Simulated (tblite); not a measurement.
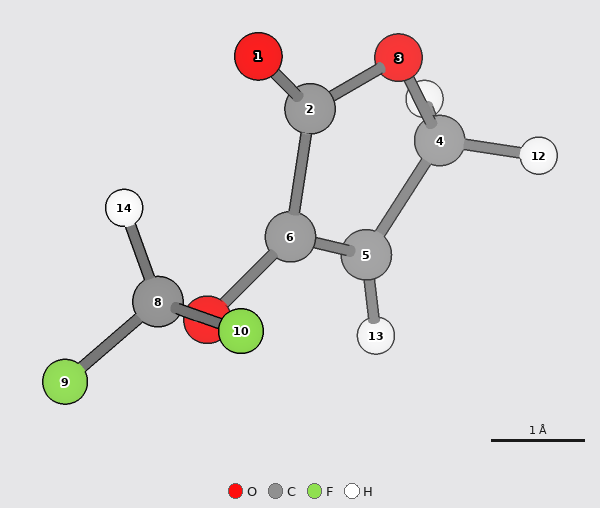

Fig. 1: The structure as given in the input (ball-and-stick view, seen at an oblique angle; atoms are numbered from 1 in the order of the input).

# Nudged elastic band of C₅H₄F₂O₃

The run: nudged elastic band of C₅H₄F₂O₃, SMILES O=C1OCC=C1OC(F)F. Method and program: GFN2-xTB climbing-image nudged elastic band, gas phase (tblite 0.8.0).

## Log
```
image   E - E0 / eV
  0       0.0000
  1       0.0336
  2       0.1515
  3       0.2538
  4       0.2865
  5       0.2576
  6       0.1982
  7       0.1288
  8       0.0806
```

This output came from the following input.

## Input
```
{"job": {"kind": "neb", "xc": "GFN2-xTB", "basis": "xTB", "atoms": [1, 5, 6, 7], "turn": 180}, "charge": 0, "multiplicity": 1}
O      0.557535     1.890810     0.791857
C     -0.237619     1.050933     0.473845
O     -1.567280     1.232202     0.499960
C     -2.246485     0.055104     0.105365
C     -1.174275    -0.933741    -0.196694
C      0.009490    -0.349635     0.010964
O      1.224557    -0.944952    -0.137031
C      2.341598    -0.158215    -0.212620
F      3.392950    -0.979346    -0.112702
F      2.422792     0.424856    -1.430796
H     -2.903207    -0.263982     0.922672
H     -2.868841     0.281049    -0.767717
H     -1.369871    -1.936446    -0.520494
H      2.417977     0.630891     0.551224
```

The first line tells a small driver script what to run in tblite; the rest is the geometry in Å.

Launched with:
```bash
OMP_NUM_THREADS=1 python <driver script> task.json out
```

## Results in brief

| quantity | value |
| --- | --- |
| outcome | converged |
| forward barrier | 0.287 eV |
| hardware | 1 CPU thread, shared host |
| wall time | 5.7 s |
| peak memory | 0.18 GiB |
